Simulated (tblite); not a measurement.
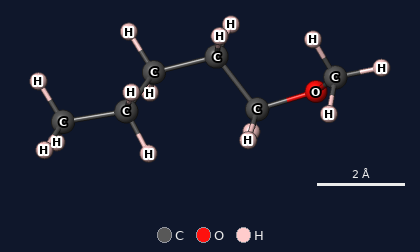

Fig. 1: The structure as given in the input (ball-and-stick view, seen at a tilt). Bond lengths as drawn: C–C 1.51 to 1.54 Å, C–H 1.09 to 1.11 Å and C–O 1.43 Å.

# C$_{6}$H$_{14}$O: geometry relaxation

System: C$_{6}$H$_{14}$O, SMILES CCCCCOC.
Method: GFN2-xTB geometry optimisation, gas phase (tblite 0.8.0).

The program's output:
```
step      E/eV     max force
  0    -654.29045    0.816
  1    -654.32285    0.274
  2    -654.32868    0.248
  3    -654.33874    0.154
  4    -654.34129    0.117
  5    -654.34343    0.084
  6    -654.34420    0.072
  7    -654.34467    0.048
  8    -654.34491    0.033
  9    -654.34491    0.033
 10    -654.34502    0.030
 11    -654.34531    0.027
 12    -654.34544    0.029
 13    -654.34585    0.038
 14    -654.34613    0.043
 15    -654.34639    0.040
 16    -654.34658    0.030
 17    -654.34677    0.025
 18    -654.34693    0.027
 19    -654.34706    0.023
 20    -654.34714    0.021
 21    -654.34721    0.021
 22    -654.34728    0.021
 23    -654.34737    0.025
 24    -654.34750    0.032
 25    -654.34767    0.033
 26    -654.34786    0.031
 27    -654.34805    0.031
 28    -654.34821    0.031
 29    -654.34837    0.024
 30    -654.34850    0.024
 31    -654.34860    0.021
 32    -654.34867    0.018
 33    -654.34873    0.018
 34    -654.34878    0.017
 35    -654.34885    0.021
 36    -654.34892    0.020
 37    -654.34899    0.020
 38    -654.34905    0.015
 39    -654.34910    0.015
 40    -654.34914    0.014
 41    -654.34918    0.014
 42    -654.34923    0.014
 43    -654.34928    0.015
 44    -654.34933    0.018
 45    -654.34939    0.018
 46    -654.34947    0.022
 47    -654.34955    0.020
 48    -654.34961    0.016
 49    -654.34965    0.014
 50    -654.34971    0.017
 51    -654.34978    0.021
 52    -654.34985    0.017
 53    -654.34991    0.014
 54    -654.34995    0.013
 55    -654.35000    0.018
 56    -654.35006    0.020
 57    -654.35012    0.014
 58    -654.35017    0.015
 59    -654.35022    0.018
 60    -654.35029    0.021
 61    -654.35036    0.019
 62    -654.35041    0.017
 63    -654.35043    0.016
 64    -654.35046    0.015
 65    -654.35051    0.019
 66    -654.35056    0.019
 67    -654.35062    0.017
 68    -654.35065    0.013
 69    -654.35068    0.012
 70    -654.35072    0.015
 71    -654.35074    0.010
 72    -654.35076    0.007
 73    -654.35077    0.008
 74    -654.35078    0.010
 75    -654.35080    0.009
 76    -654.35081    0.008
 77    -654.35082    0.008
 78    -654.35084    0.008
 79    -654.35085    0.009
 80    -654.35087    0.010
 81    -654.35089    0.011
 82    -654.35092    0.012
 83    -654.35094    0.011
 84    -654.35097    0.010
 85    -654.35099    0.009
 86    -654.35102    0.010
 87    -654.35104    0.010
 88    -654.35107    0.011
 89    -654.35109    0.011
 90    -654.35111    0.007
 91    -654.35112    0.007
 92    -654.35113    0.007
 93    -654.35114    0.008
 94    -654.35116    0.008
 95    -654.35118    0.009
 96    -654.35120    0.010
 97    -654.35122    0.015
 98    -654.35127    0.017
 99    -654.35133    0.019
100    -654.35139    0.014
101    -654.35144    0.014
102    -654.35147    0.010
103    -654.35150    0.009
104    -654.35152    0.007
105    -654.35153    0.007
106    -654.35153    0.007
107    -654.35154    0.005
108    -654.35155    0.004
109    -654.35155    0.005
110    -654.35155    0.004
111    -654.35156    0.004
```

Trajectory as extended XYZ (Å, eV, eV/Å), 5 of the 12 frames kept, from step=0 to step=111:
```
21
Properties=species:S:1:pos:R:3:forces:R:3 step=0 energy=-654.29045
C    -3.1671    0.0715    0.1279   -0.8040   0.1210   0.0650
C    -1.6707    0.1583    0.2861    0.5040  -0.3370   0.5280
C    -0.9422    0.0809   -1.0510   -0.3640   0.3470  -0.3400
C     0.5630    0.2736   -0.9551    0.0300   0.0250   0.5510
C     1.2585   -0.8614   -0.1757    0.3530   0.1080  -0.7110
O     2.6749   -0.7672   -0.3032    0.0070   0.2130   0.5610
C     3.2527    0.2166    0.5511   -0.1170  -0.4840  -0.0540
H    -3.6617    0.1270    1.1095    0.1570  -0.0730  -0.3270
H    -3.4630   -0.8670   -0.3525    0.0790   0.2070   0.0960
H    -3.5519    0.9036   -0.4754    0.1270  -0.2280   0.0890
H    -1.4126    1.0878    0.8041    0.0170  -0.0150  -0.1140
H    -1.3449   -0.6726    0.9428   -0.0620   0.3070  -0.3100
H    -1.1786   -0.8706   -1.5329    0.1080  -0.0500   0.0460
H    -1.3407    0.8709   -1.7122    0.0660  -0.1840   0.2070
H     0.9854    0.3320   -1.9546    0.1120  -0.1700  -0.1100
H     0.7811    1.2333   -0.4658   -0.1200  -0.1700  -0.0190
H     0.9736   -0.8763    0.8771   -0.0350   0.1390   0.1440
H     0.9719   -1.8291   -0.6174    0.2000   0.2040   0.0380
H     4.3389    0.1673    0.4561   -0.1340  -0.1790  -0.1630
H     2.9322    1.2198    0.2787   -0.0940   0.1590  -0.0060
H     2.9923    0.0184    1.6036   -0.0300   0.0590  -0.1730
21
Properties=species:S:1:pos:R:3:forces:R:3 step=30 energy=-654.34850
C    -3.1856    0.0754    0.1280   -0.0090  -0.0030  -0.0030
C    -1.6739    0.1517    0.2985    0.0120   0.0000   0.0080
C    -0.9500    0.0718   -1.0440    0.0030   0.0020  -0.0120
C     0.5568    0.2992   -0.9341    0.0010  -0.0100   0.0050
C     1.2688   -0.8377   -0.1931    0.0020  -0.0010  -0.0010
O     2.6760   -0.7735   -0.2742    0.0000  -0.0090  -0.0070
C     3.2620    0.2029    0.5477   -0.0020  -0.0090  -0.0060
H    -3.6814    0.1237    1.0942   -0.0130  -0.0040   0.0080
H    -3.4653   -0.8568   -0.3566   -0.0130  -0.0170  -0.0040
H    -3.5464    0.8989   -0.4838    0.0050   0.0140  -0.0090
H    -1.4121    1.0883    0.7952   -0.0010   0.0240   0.0010
H    -1.3481   -0.6678    0.9403    0.0070  -0.0110   0.0150
H    -1.1369   -0.9051   -1.4954    0.0020  -0.0020  -0.0130
H    -1.3663    0.8287   -1.7127   -0.0070   0.0150   0.0010
H     0.9877    0.3639   -1.9361   -0.0020   0.0020   0.0120
H     0.7412    1.2491   -0.4267   -0.0050  -0.0180   0.0020
H     0.9602   -0.8598    0.8622    0.0000   0.0000  -0.0040
H     1.0031   -1.7924   -0.6568    0.0100   0.0040   0.0080
H     4.3390    0.0802    0.4487    0.0000   0.0060  -0.0040
H     2.9862    1.2182    0.2425    0.0160   0.0030   0.0030
H     2.9760    0.0582    1.5976   -0.0070   0.0110   0.0000
21
Properties=species:S:1:pos:R:3:forces:R:3 step=60 energy=-654.35029
C    -3.1995    0.0642    0.1145    0.0060  -0.0020  -0.0050
C    -1.6893    0.1557    0.3064   -0.0120   0.0000   0.0040
C    -0.9464    0.0826   -1.0272   -0.0200   0.0000   0.0060
C     0.5605    0.3023   -0.9003   -0.0100   0.0060  -0.0060
C     1.2726   -0.8500   -0.1854    0.0070  -0.0020   0.0030
O     2.6793   -0.7897   -0.2743    0.0130  -0.0080   0.0030
C     3.2759    0.2050    0.5180   -0.0030   0.0040   0.0010
H    -3.7122    0.1160    1.0728    0.0150  -0.0030  -0.0140
H    -3.4669   -0.8737   -0.3675    0.0070   0.0000   0.0050
H    -3.5568    0.8810   -0.5095    0.0100  -0.0010   0.0050
H    -1.4471    1.0986    0.8027    0.0060  -0.0060  -0.0020
H    -1.3627   -0.6584    0.9557    0.0020   0.0060   0.0000
H    -1.1330   -0.8883   -1.4916    0.0030  -0.0020  -0.0010
H    -1.3524    0.8486   -1.6923    0.0020   0.0080  -0.0030
H     0.9958    0.3923   -1.8980    0.0060   0.0030  -0.0070
H     0.7445    1.2377   -0.3678   -0.0110   0.0070   0.0080
H     0.9697   -0.8898    0.8709   -0.0010  -0.0010   0.0070
H     1.0061   -1.7962   -0.6644   -0.0120  -0.0050   0.0050
H     4.3503    0.0364    0.4638   -0.0110   0.0020  -0.0010
H     3.0541    1.2137    0.1520    0.0020  -0.0020  -0.0050
H     2.9486    0.1289    1.5629    0.0010  -0.0040  -0.0030
21
Properties=species:S:1:pos:R:3:forces:R:3 step=80 energy=-654.35087
C    -3.1964    0.0539    0.1072    0.0010   0.0000   0.0010
C    -1.6890    0.1570    0.3078   -0.0050  -0.0010   0.0020
C    -0.9426    0.0946   -1.0237   -0.0080  -0.0030   0.0030
C     0.5634    0.3084   -0.8836   -0.0060   0.0070  -0.0040
C     1.2645   -0.8536   -0.1729   -0.0020   0.0030  -0.0010
O     2.6712   -0.8087   -0.2656    0.0020  -0.0070   0.0010
C     3.2741    0.2027    0.5003    0.0030  -0.0030  -0.0020
H    -3.7156    0.1037    1.0615    0.0030  -0.0010  -0.0020
H    -3.4522   -0.8876   -0.3741    0.0000   0.0030   0.0010
H    -3.5543    0.8669   -0.5212   -0.0010  -0.0020   0.0030
H    -1.4534    1.0992    0.8084   -0.0070  -0.0010   0.0000
H    -1.3581   -0.6569    0.9549   -0.0020   0.0000  -0.0010
H    -1.1293   -0.8720   -1.4970    0.0020  -0.0010  -0.0080
H    -1.3437    0.8679   -1.6836    0.0070   0.0010   0.0020
H     1.0083    0.4080   -1.8762    0.0030  -0.0040  -0.0040
H     0.7436    1.2375   -0.3388   -0.0020   0.0080   0.0010
H     0.9648   -0.8906    0.8849    0.0010   0.0020   0.0030
H     0.9842   -1.7964   -0.6507    0.0010  -0.0010   0.0010
H     4.3464    0.0202    0.4573    0.0040   0.0020   0.0050
H     3.0661    1.2019    0.1018    0.0020  -0.0030   0.0010
H     2.9392    0.1610    1.5447    0.0060   0.0010  -0.0020
21
Properties=species:S:1:pos:R:3:forces:R:3 step=111 energy=-654.35156
C    -3.2031    0.0307    0.0931   -0.0020   0.0000  -0.0010
C    -1.6985    0.1494    0.3041    0.0000   0.0000  -0.0010
C    -0.9424    0.1164   -1.0229    0.0030  -0.0010  -0.0020
C     0.5634    0.3247   -0.8687    0.0020  -0.0010   0.0020
C     1.2494   -0.8340   -0.1368    0.0000  -0.0010   0.0000
O     2.6552   -0.8280   -0.2518   -0.0010   0.0010   0.0000
C     3.2962    0.1872    0.4773    0.0000  -0.0010  -0.0010
H    -3.7268    0.0566    1.0458   -0.0020   0.0020   0.0010
H    -3.4445   -0.9053   -0.4055    0.0000  -0.0020  -0.0020
H    -3.5689    0.8495   -0.5226   -0.0010   0.0030   0.0000
H    -1.4783    1.0862    0.8213    0.0010   0.0000   0.0000
H    -1.3622   -0.6709    0.9401    0.0000  -0.0010   0.0010
H    -1.1260   -0.8392   -1.5192    0.0000  -0.0020   0.0000
H    -1.3365    0.9046   -1.6692   -0.0020   0.0000   0.0000
H     1.0184    0.4079   -1.8585   -0.0010   0.0020   0.0020
H     0.7435    1.2601   -0.3343    0.0000  -0.0010   0.0010
H     0.9660   -0.8345    0.9263    0.0020   0.0000  -0.0010
H     0.9391   -1.7824   -0.5840   -0.0010   0.0010   0.0010
H     4.3625   -0.0271    0.4290    0.0000   0.0020  -0.0020
H     3.1117    1.1799    0.0519   -0.0010  -0.0020   0.0010
H     2.9729    0.1854    1.5261    0.0030   0.0020  -0.0010
```

The run was set up as follows.

Input file:
```
{"job": {"xc": "GFN2-xTB", "basis": "xTB", "kind": "relax"}, "charge": 0, "multiplicity": 1}
C     -3.167100     0.071500     0.127900
C     -1.670700     0.158300     0.286100
C     -0.942200     0.080900    -1.051000
C      0.563000     0.273600    -0.955100
C      1.258500    -0.861400    -0.175700
O      2.674900    -0.767200    -0.303200
C      3.252700     0.216600     0.551100
H     -3.661700     0.127000     1.109500
H     -3.463000    -0.867000    -0.352500
H     -3.551900     0.903600    -0.475400
H     -1.412600     1.087800     0.804100
H     -1.344900    -0.672600     0.942800
H     -1.178600    -0.870600    -1.532900
H     -1.340700     0.870900    -1.712200
H      0.985400     0.332000    -1.954600
H      0.781100     1.233300    -0.465800
H      0.973600    -0.876300     0.877100
H      0.971900    -1.829100    -0.617400
H      4.338900     0.167300     0.456100
H      2.932200     1.219800     0.278700
H      2.992300     0.018400     1.603600
```

The first line tells a small driver script what to run in tblite; the rest is the geometry in Å.

Launched with:
```bash
OMP_NUM_THREADS=1 python <driver script> task.json out
```

Summary:

- outcome: converged
- total energy: −654.3516 eV
- hardware: 1 CPU thread, shared host
- wall time: 0.6 s
- peak memory: 0.19 GiB
